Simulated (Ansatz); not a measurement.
# BF (SMILES [B]F): wB97M-V/STO-3G

Aim: the electronic atomisation energy of BF at wB97M-V/STO-3G, from 3 runs. 

The results are computed with Ansatz 0.2.0.

35 further runs of the same task are left out: 1 that didn't finish, 34 set aside as unsound or not needed.

### Step 1. The structure to begin with

The species is BF (2 atoms), meant as a singlet with charge 0. As SMILES, `[B]F`. The shape is that of a PBE0-D4/def2-TZVP optimisation.

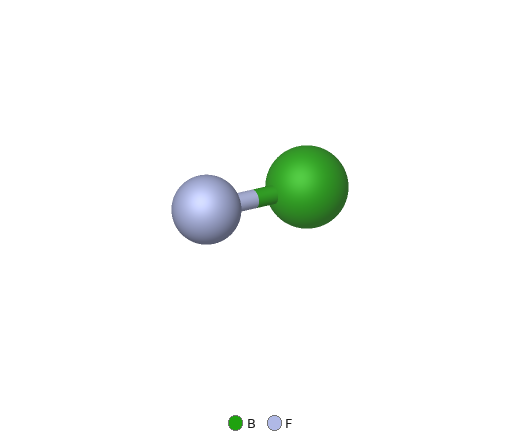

The structure, seen from a chosen angle (boron green, fluorine light blue).

### Step 2. The energy at wB97M-V/STO-3G

The input, in.yaml:

```yaml
crystal:
  periodic: [false, false, false]
  atoms:
    - symbol: B
      position_ang: [0.000000, -0.000000, -0.009350]
    - symbol: F
      position_ang: [-0.000000, 0.000000, 1.253740]
basis:
  gaussian: {orbitals: STO-3G}
hamiltonian: {xc: {name: wB97M-V}}
accuracy: high
```

Started as:

```sh
$ ansatz run in.yaml --threads 1 --pin off --max-ram 3480MiB --events-out events.jsonl --progress --plain --runs-dir runs
```

The program printed:

```text
Warning: RAYON_NUM_THREADS=1 ignored (pool sized by the plan → 1); use --threads N
Functional definition: wB97M-V
  name "wB97M-V"
  parameter omega = 0.3/bohr
  parameter cx = 0.15
  parameter cx01 = 1.007
  parameter cx10 = 0.259
  parameter css00 = 0.443
  parameter css04 = -1.437
  parameter css10 = -4.535
  parameter css20 = -3.390
  parameter css43 = 4.278
  parameter cos00 = 1.000
  parameter cos10 = 1.358
  parameter cos20 = 2.924
  parameter cos21 = -8.812
  parameter cos60 = -1.390
  parameter cos61 = 9.142
  parameter b = 6.0
  parameter c = 0.01
  gx(w, u) = 1 - cx + cx01*u + cx10*w
  gss(w, u) = css00 + css04*u^4 + css10*w + css20*w^2 + css43*w^4*u^3
  gos(w, u) = cos00 + cos10*w + (cos20 + cos21*u)*w^2 + (cos60 + cos61*u)*w^6
  exchange = spin_sum(e_x_unif_sr(omega)*gx(b97_w, b97_u_x)) + cx*exact_x_sr(omega) + exact_x_lr(omega)
  correlation = spin_sum(e_c_pw_mod_same_spin*gss(b97_w, b97_u_same))
      + integral(e_c_pw_mod_opposite_spin*gos(b97_w_opposite, b97_u_opposite)) + vv10(b, c)
149 factors; integrals over basis functions are off by at most 3.9e-8 eV
88 factors; integrals over basis functions are off by at most 6.4e-10 eV
mean field evaluation 1: about -3343.4648 eV, gradient 8.8e0 eV
mean field evaluation 2: about -3343.6057 eV, gradient 7.8e0 eV
mean field evaluation 4: about -3343.7604 eV, gradient 7.8e-2 eV
mean field evaluation 8: about -3343.7493 eV, gradient 6.4e-4 eV
mean field -3343.74926098 eV, -122.8805188663 hartree, gradient 1.9e-8 eV, S^2 0.000000; 0 other end points of the search recorded, 0 dependent functions left out
reference -3343.74926248 eV, -122.8805189216 hartree; 7, 7 occupied and 3, 3 virtual orbitals, 149 factors
Total energy: -3343.74926248 eV, -122.8805189216 hartree
```

Wall time 1.7 s (1 thread of Intel Xeon 6975P-C (Granite Rapids), shared host); peak memory 0.17 GiB.

### Step 3. The B atom

The input, input.yaml:

```yaml
crystal:
  periodic: [false, false, false]
  atoms:
    - {symbol: B, position_ang: [0.000000, 0.000000, 0.000000]}
basis:
  gaussian:
    orbitals: STO-3G
magnetization:
  spin_polarized: true
  initial_magnetization: 1
hamiltonian:
  xc: {name: wB97M-V}
accuracy: high
```

Started as:

```sh
$ ansatz run input.yaml --threads 1 --pin off --max-ram 3480MiB --events-out events.jsonl --progress --plain --runs-dir runs
```

The program printed, shortened:

```text
Warning: RAYON_NUM_THREADS=1 ignored (pool sized by the plan → 1); use --threads N
[... 2 set-up lines as earlier in the session ...]
[...]
  gx(w, u) = 1 - cx + cx01*u + cx10*w
  gss(w, u) = css00 + css04*u^4 + css10*w + css20*w^2 + css43*w^4*u^3
  gos(w, u) = cos00 + cos10*w + (cos20 + cos21*u)*w^2 + (cos60 + cos61*u)*w^6
[...]
      + integral(e_c_pw_mod_opposite_spin*gos(b97_w_opposite, b97_u_opposite)) + vv10(b, c)
15 factors; integrals over basis functions are off by at most 8.9e-10 eV
15 factors; integrals over basis functions are off by at most 3.7e-10 eV
[...]
mean field -660.53851330 eV, -24.2743426345 hartree, gradient 0.0e0 eV, S^2 0.750000; 0 other end points of the search recorded, 0 dependent functions left out
reference -660.53851481 eV, -24.2743426903 hartree; 3, 2 occupied and 2, 3 virtual orbitals, 15 factors
Total energy: -660.53851481 eV, -24.2743426903 hartree
```

Wall time 0.6 s (1 thread of Intel Xeon 6975P-C (Granite Rapids), shared host); peak memory 0.17 GiB.

### Step 4. The F atom at the same level

Edit input.yaml of step 3 so:

```diff
@@ -3,3 +3,4 @@
   atoms:
-    - {symbol: B, position_ang: [0.000000, 0.000000, 0.000000]}
+    - symbol: F
+      position_ang: [0.000000, 0.000000, 0.000000]
 basis:
```

Run the same way, it converges to -98.28239 Eh (log not shown).

### Step 5. Summary of results

Level: wB97M-V/STO-3G.

| quantity | value |
| --- | --- |
| molecule: total energy | -122.88052 Eh |
| B atom: total energy | -24.27434 Eh |
| B atom: ⟨S²⟩ | 0.750 |
| F atom: total energy | -98.28239 Eh |
| F atom: ⟨S²⟩ | 0.750 |
| electronic atomisation energy | 8.811 eV |

In words: Taking the molecule apart into free atoms costs 8.81 eV (850 kJ/mol), before zero-point energy and without spin-orbit coupling. In a minimal basis such a difference can be off by several eV, whatever the method.
